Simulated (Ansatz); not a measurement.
Molecular dynamics, with input and output: CH₃N₂ (charge +1) (part 3 of 3)

CH₃N₂, charge +1, SMILES N=C=[NH2+]; RKS PBE0-D4/def2-SVP (Ansatz 0.2.0). 

**Trajectory as extended XYZ, continued**
```
6
Properties=species:S:1:pos:R:3:forces:R:3 step=39 time_fs=19.5 energy=-4049.69855 temperature=226.5
N    -1.1997   -0.4138   -0.6060   -0.9078  -0.7635  -0.6212
C    -0.1878   -0.1812   -0.1365    1.2108   1.4622   0.9657
N     0.8474    0.2670    0.4822    0.9113  -0.7937  -1.5657
H    -2.0621   -0.5371   -1.0946   -0.6540  -0.2586  -0.3242
H     1.7234    0.4344   -0.0377   -0.3033  -0.3433   0.2298
H     0.7021    0.8537    1.2692   -0.2570   0.6970   1.3156
6
Properties=species:S:1:pos:R:3:forces:R:3 step=40 time_fs=20.0 energy=-4049.68971 temperature=210.4
N    -1.1993   -0.4133   -0.6062   -0.7854  -0.7081  -0.5809
C    -0.1849   -0.1795   -0.1351    0.5163   1.2172   0.6198
N     0.8453    0.2667    0.4821    1.3351  -1.0045  -1.9573
H    -2.0683   -0.5456   -1.0926   -0.3985  -0.2203  -0.1883
H     1.7221    0.4285   -0.0436   -0.3729  -0.3269   0.3325
H     0.6990    0.8450    1.2621   -0.2946   1.0426   1.7743
6
Properties=species:S:1:pos:R:3:forces:R:3 step=41 time_fs=20.5 energy=-4049.68419 temperature=200.4
N    -1.1991   -0.4129   -0.6066   -0.6652  -0.6525  -0.5391
C    -0.1819   -0.1775   -0.1337   -0.2311   0.9515   0.2415
N     0.8434    0.2661    0.4817    1.6803  -1.0525  -2.0800
H    -2.0754   -0.5545   -1.0910   -0.1077  -0.1717  -0.0363
H     1.7199    0.4218   -0.0488   -0.3865  -0.2973   0.4035
H     0.6952    0.8387    1.2591   -0.2898   1.2225   2.0104
6
Properties=species:S:1:pos:R:3:forces:R:3 step=42 time_fs=21.0 energy=-4049.68709 temperature=205.8
N    -1.1990   -0.4126   -0.6070   -0.5377  -0.5970  -0.4885
C    -0.1790   -0.1753   -0.1322   -0.9952   0.6766  -0.1497
N     0.8418    0.2654    0.4809    1.9223  -0.9026  -1.8781
H    -2.0828   -0.5639   -1.0895    0.1832  -0.1179   0.1123
H     1.7167    0.4144   -0.0530   -0.3402  -0.2556   0.4384
H     0.6908    0.8354    1.2611   -0.2323   1.1966   1.9656
6
Properties=species:S:1:pos:R:3:forces:R:3 step=43 time_fs=21.5 energy=-4049.69712 temperature=224.4
N    -1.1989   -0.4124   -0.6076   -0.3964  -0.5415  -0.4245
C    -0.1762   -0.1730   -0.1308   -1.7383   0.4053  -0.5332
N     0.8406    0.2645    0.4798    2.0513  -0.5723  -1.3712
H    -2.0897   -0.5735   -1.0878    0.4440  -0.0646   0.2416
H     1.7128    0.4064   -0.0561   -0.2359  -0.2041   0.4362
H     0.6857    0.8350    1.2677   -0.1246   0.9773   1.6511
6
Properties=species:S:1:pos:R:3:forces:R:3 step=44 time_fs=22.0 energy=-4049.70754 temperature=243.6
N    -1.1989   -0.4123   -0.6082   -0.2395  -0.4858  -0.3461
C    -0.1738   -0.1707   -0.1294   -2.4232   0.1503  -0.8882
N     0.8397    0.2636    0.4785    2.0723  -0.1253  -0.6476
H    -2.0956   -0.5833   -1.0855    0.6522  -0.0168   0.3406
H     1.7082    0.3979   -0.0582   -0.0805  -0.1457   0.3996
H     0.6804    0.8369    1.2782    0.0185   0.6233   1.1417
6
Properties=species:S:1:pos:R:3:forces:R:3 step=45 time_fs=22.5 energy=-4049.71110 temperature=250.1
N    -1.1990   -0.4122   -0.6088   -0.0692  -0.4298  -0.2552
C    -0.1719   -0.1682   -0.1283   -3.0141  -0.0758  -1.1947
N     0.8391    0.2626    0.4771    2.0008   0.3563   0.1706
H    -2.0999   -0.5932   -1.0823    0.7931   0.0211   0.4024
H     1.7035    0.3891   -0.0594    0.1131  -0.0844   0.3350
H     0.6751    0.8403    1.2915    0.1764   0.2125   0.5419
6
Properties=species:S:1:pos:R:3:forces:R:3 step=46 time_fs=23.0 energy=-4049.70474 temperature=238.2
N    -1.1991   -0.4123   -0.6095    0.1086  -0.3738  -0.1558
C    -0.1706   -0.1658   -0.1273   -3.4793  -0.2619  -1.4356
N     0.8389    0.2616    0.4756    1.8574   0.8003   0.9665
H    -2.1024   -0.6029   -1.0782    0.8583   0.0456   0.4243
H     1.6991    0.3800   -0.0597    0.3259  -0.0244   0.2528
H     0.6703    0.8442    1.3061    0.3291  -0.1859  -0.0522
6
Properties=species:S:1:pos:R:3:forces:R:3 step=47 time_fs=23.5 energy=-4049.69101 temperature=212.5
N    -1.1992   -0.4124   -0.6103    0.2862  -0.3184  -0.0536
C    -0.1700   -0.1635   -0.1267   -3.7928  -0.3990  -1.5972
N     0.8391    0.2608    0.4744    1.6648   1.1595   1.6514
H    -2.1027   -0.6126   -1.0731    0.8450   0.0540   0.4060
H     1.6954    0.3709   -0.0594    0.5341   0.0296   0.1667
H     0.6662    0.8476    1.3206    0.4628  -0.5257  -0.5733
6
Properties=species:S:1:pos:R:3:forces:R:3 step=48 time_fs=24.0 energy=-4049.67621 temperature=184.8
N    -1.1992   -0.4126   -0.6110    0.4538  -0.2648   0.0452
C    -0.1702   -0.1612   -0.1264   -3.9358  -0.4809  -1.6706
N     0.8395    0.2602    0.4734    1.4468   1.4115   2.1684
H    -2.1011   -0.6222   -1.0670    0.7550   0.0446   0.3501
H     1.6930    0.3619   -0.0588    0.7107   0.0735   0.0918
H     0.6633    0.8498    1.3337    0.5695  -0.7839  -0.9849
6
Properties=species:S:1:pos:R:3:forces:R:3 step=49 time_fs=24.5 energy=-4049.66736 temperature=168.3
N    -1.1991   -0.4128   -0.6117    0.5996  -0.2145   0.1329
C    -0.1711   -0.1590   -0.1264   -3.8984  -0.5045  -1.6514
N     0.8401    0.2599    0.4728    1.2271   1.5513   2.4867
H    -2.0976   -0.6316   -1.0601    0.5956   0.0168   0.2612
H     1.6923    0.3530   -0.0579    0.8302   0.1046   0.0429
H     0.6617    0.8502    1.3444    0.6460  -0.9537  -1.2723
6
Properties=species:S:1:pos:R:3:forces:R:3 step=50 time_fs=25.0 energy=-4049.66955 temperature=172.7
N    -1.1989   -0.4130   -0.6124    0.7082  -0.1705   0.2006
C    -0.1728   -0.1570   -0.1267   -3.6796  -0.4698  -1.5399
N     0.8410    0.2598    0.4727    1.0267   1.5824   2.5939
H    -2.0927   -0.6410   -1.0525    0.3796  -0.0281   0.1471
H     1.6936    0.3444   -0.0569    0.8735   0.1217   0.0308
H     0.6616    0.8482    1.3521    0.6915  -1.0358  -1.4324
6
Properties=species:S:1:pos:R:3:forces:R:3 step=51 time_fs=25.5 energy=-4049.68443 temperature=201.3
N    -1.1987   -0.4133   -0.6131    0.7607  -0.1370   0.2380
C    -0.1753   -0.1550   -0.1274   -3.2872  -0.3798  -1.3410
N     0.8420    0.2600    0.4730    0.8610   1.5107   2.4901
H    -2.0869   -0.6505   -1.0446    0.1269  -0.0867   0.0181
H     1.6970    0.3361   -0.0558    0.8323   0.1259   0.0598
H     0.6632    0.8438    1.3564    0.7063  -1.0332  -1.4650
6
Properties=species:S:1:pos:R:3:forces:R:3 step=52 time_fs=26.0 energy=-4049.70992 temperature=249.9
N    -1.1982   -0.4136   -0.6138    0.7348  -0.1201   0.2337
C    -0.1784   -0.1531   -0.1283   -2.7381  -0.2402  -1.0635
N     0.8432    0.2604    0.4737    0.7372   1.3414   2.1847
H    -2.0808   -0.6602   -1.0367   -0.1357  -0.1529  -0.1123
H     1.7023    0.3281   -0.0546    0.7114   0.1198   0.1264
H     0.6665    0.8368    1.3572    0.6905  -0.9481  -1.3689
6
Properties=species:S:1:pos:R:3:forces:R:3 step=53 time_fs=26.5 energy=-4049.74085 temperature=308.9
N    -1.1977   -0.4139   -0.6143    0.6076  -0.1273   0.1767
C    -0.1821   -0.1512   -0.1294   -2.0569  -0.0590  -0.7202
N     0.8446    0.2611    0.4748    0.6544   1.0790   1.6935
H    -2.0751   -0.6702   -1.0290   -0.3764  -0.2179  -0.2291
H     1.7094    0.3203   -0.0531    0.5271   0.1071   0.2205
H     0.6715    0.8277    1.3546    0.6442  -0.7820  -1.1414
6
Properties=species:S:1:pos:R:3:forces:R:3 step=54 time_fs=27.0 energy=-4049.77021 temperature=364.8
N    -1.1970   -0.4143   -0.6149    0.3615  -0.1661   0.0596
C    -0.1862   -0.1494   -0.1307   -1.2760   0.1534  -0.3270
N     0.8460    0.2619    0.4762    0.6049   0.7300   1.0397
H    -2.0702   -0.6808   -1.0219   -0.5628  -0.2712  -0.3178
H     1.7178    0.3128   -0.0511    0.3041   0.0913   0.3271
H     0.6779    0.8166    1.3494    0.5684  -0.5374  -0.7815
6
Properties=species:S:1:pos:R:3:forces:R:3 step=55 time_fs=27.5 energy=-4049.79091 temperature=404.1
N    -1.1963   -0.4147   -0.6155   -0.0088  -0.2418  -0.1186
C    -0.1905   -0.1475   -0.1321   -0.4345   0.3852   0.0964
N     0.8475    0.2629    0.4777    0.5764   0.3075   0.2569
H    -2.0666   -0.6920   -1.0155   -0.6689  -0.3027  -0.3675
H     1.7268    0.3056   -0.0483    0.0697   0.0748   0.4301
H     0.6858    0.8043    1.3423    0.4661  -0.2230  -0.2972
6
Properties=species:S:1:pos:R:3:forces:R:3 step=56 time_fs=28.0 energy=-4049.79788 temperature=417.5
N    -1.1956   -0.4151   -0.6160   -0.4888  -0.3545  -0.3489
C    -0.1949   -0.1456   -0.1334    0.4224   0.6225   0.5275
N     0.8492    0.2640    0.4793    0.5528  -0.1624  -0.6029
H    -2.0647   -0.7039   -1.0100   -0.6808  -0.3049  -0.3735
H     1.7361    0.2985   -0.0444   -0.1503   0.0593   0.5147
H     0.6948    0.7914    1.3345    0.3447   0.1399   0.2832
6
Properties=species:S:1:pos:R:3:forces:R:3 step=57 time_fs=28.5 energy=-4049.79049 temperature=403.8
N    -1.1950   -0.4156   -0.6167   -1.0415  -0.4973  -0.6117
C    -0.1993   -0.1435   -0.1346    1.2451   0.8500   0.9412
N     0.8509    0.2650    0.4808    0.5149  -0.6350  -1.4600
H    -2.0644   -0.7166   -1.0054   -0.6009  -0.2752  -0.3387
H     1.7449    0.2916   -0.0393   -0.3342   0.0452   0.5689
H     0.7045    0.7789    1.3273    0.2166   0.5123   0.9001
6
Properties=species:S:1:pos:R:3:forces:R:3 step=58 time_fs=29.0 energy=-4049.77405 temperature=373.2
N    -1.1945   -0.4161   -0.6174   -1.6106  -0.6558  -0.8783
C    -0.2034   -0.1413   -0.1356    1.9826   1.0516   1.3112
N     0.8527    0.2659    0.4821    0.4414  -1.0480  -2.2055
H    -2.0656   -0.7299   -1.0017   -0.4471  -0.2167  -0.2722
H     1.7530    0.2847   -0.0329   -0.4657   0.0318   0.5846
H     0.7149    0.7676    1.3223    0.0993   0.8370   1.4602
6
Properties=species:S:1:pos:R:3:forces:R:3 step=59 time_fs=29.5 energy=-4049.75868 temperature=344.8
N    -1.1944   -0.4168   -0.6183   -2.1282  -0.8097  -1.1160
C    -0.2071   -0.1388   -0.1364    2.5859   1.2111   1.6118
N     0.8546    0.2666    0.4829    0.3135  -1.3322  -2.7170
H    -2.0678   -0.7438   -0.9985   -0.2471  -0.1370  -0.1872
H     1.7600    0.2780   -0.0251   -0.5341   0.0182   0.5573
H     0.7254    0.7583    1.3208    0.0099   1.0496   1.8510
6
Properties=species:S:1:pos:R:3:forces:R:3 step=60 time_fs=30.0 energy=-4049.75464 temperature=337.6
N    -1.1946   -0.4176   -0.6194   -2.5276  -0.9366  -1.2927
C    -0.2103   -0.1361   -0.1369    3.0134   1.3140   1.8210
N     0.8566    0.2671    0.4833    0.1215  -1.4347  -2.8948
H    -2.0706   -0.7579   -0.9958   -0.0323  -0.0470  -0.0978
H     1.7656    0.2713   -0.0159   -0.5343   0.0033   0.4866
H     0.7360    0.7515    1.3237   -0.0406   1.1010   1.9776
```

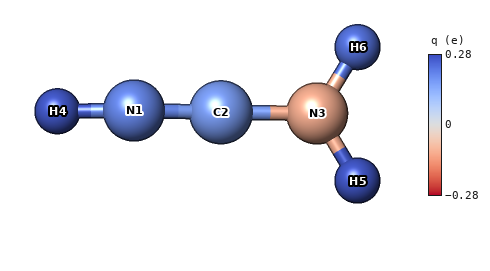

**Figure 1.** Mulliken charges, as the colour of each atom (ball-and-stick view, seen on its broad side; atoms are numbered from 1 in the order of the input). By element: N −0.11 to +0.20, C +0.16 and H +0.23 to +0.26 e.

This output came from the following input.

**The input**
```yaml
crystal:
  periodic: [false, false, false]
  atoms:
    - {symbol: N, position_ang: [-1.185330, -0.478360, -0.608280]}
    - {symbol: C, position_ang: [-0.219490, -0.065410, -0.120590]}
    - {symbol: N, position_ang: [0.846070, 0.266310, 0.461490]}
    - {symbol: H, position_ang: [-2.026580, -0.509220, -1.150990]}
    - {symbol: H, position_ang: [1.750730, 0.135510, 0.015480]}
    - {symbol: H, position_ang: [0.834600, 0.651180, 1.402900]}
basis:
  gaussian: {orbitals: def2-SVP}
total_charge: 1
hamiltonian: {xc: pbe0, dispersion: d4}
md: {n_steps: 60, timestep: 0.5, temperature: 500, ensemble: nve, seed: 272, initial_velocities: maxwell_boltzmann}
```

Launched with:
```bash
ansatz run in.yaml --threads 1 --pin off --events-out ev --progress --plain --max-ram 4352MiB
```

**Key numbers**

| quantity | value |
| --- | --- |
| outcome | finished |
| mean temperature over the second half | 242 K |
| trajectory | 60 steps, 30 fs |
| ensemble | nve |
| temperature in the input | 500 K |
| time step | 0.5 fs |
| potential energy (last step) | −4049.7547 eV |
| mean-field energy (last step) | −4049.7139 eV |
| dispersion energy (last step) | −0.0408 eV |
| SCF solution under orbital rotations (last step) | stable |
| largest force (length of the vector) (last step) | 3.758 eV/Å |
| hardware | 1 CPU thread, shared host |
| wall time | 59 s |
| peak memory | 0.13 GiB |

**Notes**

So short a trajectory is not equilibrated.
